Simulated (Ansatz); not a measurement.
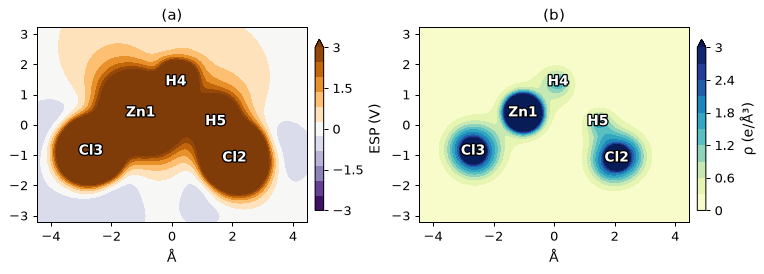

Figure 1: ClHZn···HCl. (a) molecular electrostatic potential; (b) electron density on the molecular plane.

Not at a stationary point (largest force 0.9 eV/Å).

All numbers below come from RKS LDA/def2-SVP in Ansatz 0.2.0.

| atom | x (Å) | y (Å) | z (Å) |
| --- | --- | --- | --- |
| Zn | -0.8883 | 0.0000 | -0.5700 |
| Cl | 0.0804 | 0.0000 | 2.7240 |
| Cl | 0.6126 | 0.0000 | -1.9946 |
| H | -2.0887 | 0.0000 | 0.4201 |
| H | -1.0010 | 0.0000 | 1.9239 |

> What does the map show?

- Atoms in the plane: Zn, Cl and H.
- Zn1···H5 (2.50 Å): the density falls to about 0.12 e/Å³ on the way.
- Zn–Cl (2.07 Å): ρ is about 0.72 e/Å³ halfway.
- Cl–H (1.35 Å): ρ is about 1.8 e/Å³ halfway.
- Zn–H (1.56 Å): ρ is about 1 e/Å³ halfway.
- Outside the dense part of the complex the potential is most negative (−0.7 V) near Cl3.
